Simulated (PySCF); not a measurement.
## Electronic structure of C$_{5}$H$_{11}$ClOSi$_{2}$ in real space

The calculation's input:

```
{"job": {"kind": "nmr", "xc": "PBE0", "basis": "pcSseg-1"}, "charge": 0, "multiplicity": 1}
O      2.302674     1.217376     0.150035
C      2.277353    -0.053092    -0.441300
C      1.009760    -0.301751    -1.276763
C     -0.156602    -0.528774    -0.374927
C     -1.053114     0.374426     0.071810
C     -1.096848     1.823918    -0.238155
Cl    -0.576037     2.745438     1.226293
Si    -2.201742    -0.591113     1.252561
Si    -0.654842    -2.161727     0.484448
H      1.490523     1.350256     0.657300
H      2.363259    -0.841808     0.322504
H      3.160557    -0.093704    -1.084045
H      0.858856     0.555608    -1.937838
H      1.172532    -1.188668    -1.892357
H     -0.422669     2.126851    -1.040340
H     -2.112020     2.159654    -0.451617
H     -2.191188    -0.083307     2.627198
H     -3.599809    -0.573190     0.802441
H     -0.978643    -3.217684    -0.482763
H      0.402853    -2.708029     1.344305
```

Command:

```sh
OMP_NUM_THREADS=1 python probes_run.py task.json out
```

Geometry: GFN2-xTB.

Method: PBE0/pcSseg-1, SCF density, gas phase, non-relativistic in PySCF 2.14.0.

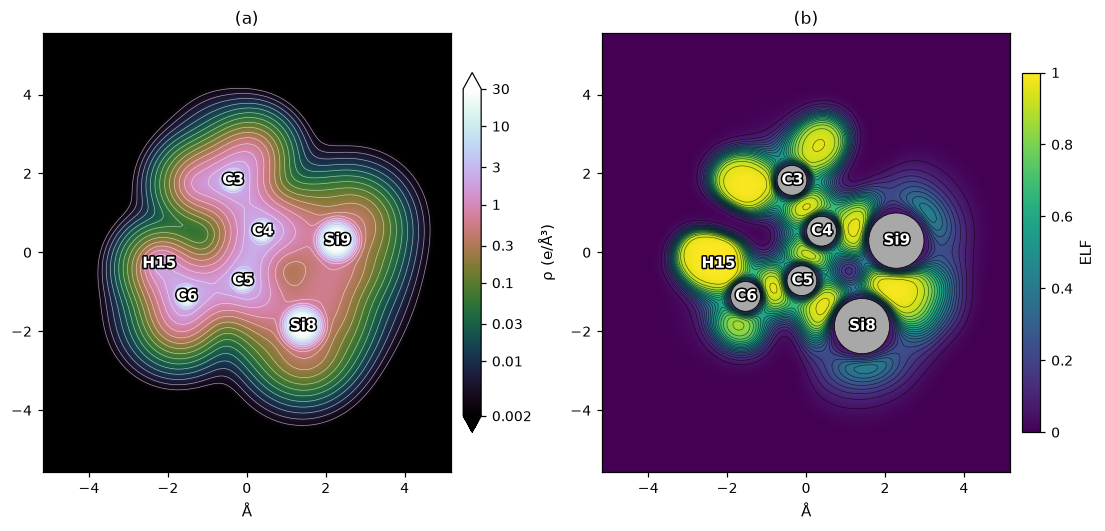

Figure 1. (a) electron density; (b) electron localisation function on the plane of atoms C5, C4 and Si9. Grey discs cover the atomic cores in the ELF map.

Q: Describe what can be read from this map.

A:
- The plane passes through C, Si and H nuclei.
- C–C (1.35 Å): ρ is about 2.2 e/Å³ halfway; the ELF peaks at about 0.90 between the atoms: localised, covalent bonding.
- C–Si (1.91 Å): ρ at the midpoint is about 0.89 e/Å³; the ELF peaks at about 0.95 between the atoms (a covalent bond).
- Si–Si (2.33 Å): ρ at the midpoint is about 0.6 e/Å³; the ELF peaks at about 0.95 between the atoms; a shared electron pair.
- C–C (1.48 Å): the density is about 1.8 e/Å³ at the midpoint; the ELF peaks at about 0.95 between the atoms; localised, covalent bonding.

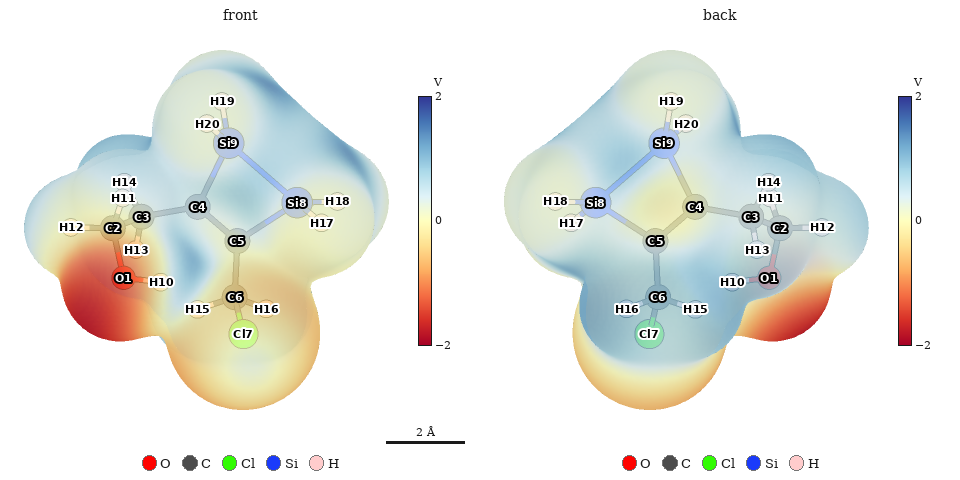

Figure 2. The molecular electrostatic potential painted on the density surface at 0.002 e/bohr³, seen from the front and from behind; red is negative and blue positive.

Q: Where is the surface potential most negative and most positive?

A: The most negative region (about −1.8 V) lies over O1, the most positive (about +1.3 V) over Si8 and Si9. Cl7 shows a σ-hole: about +0.2 V at the tip opposite its bond, against about −0.3 V on its flanks. O1 is the likeliest acceptor of a hydrogen bond.

Q: How polar is the molecule by this calculation?

A: Its dipole moment is 2.98 D.
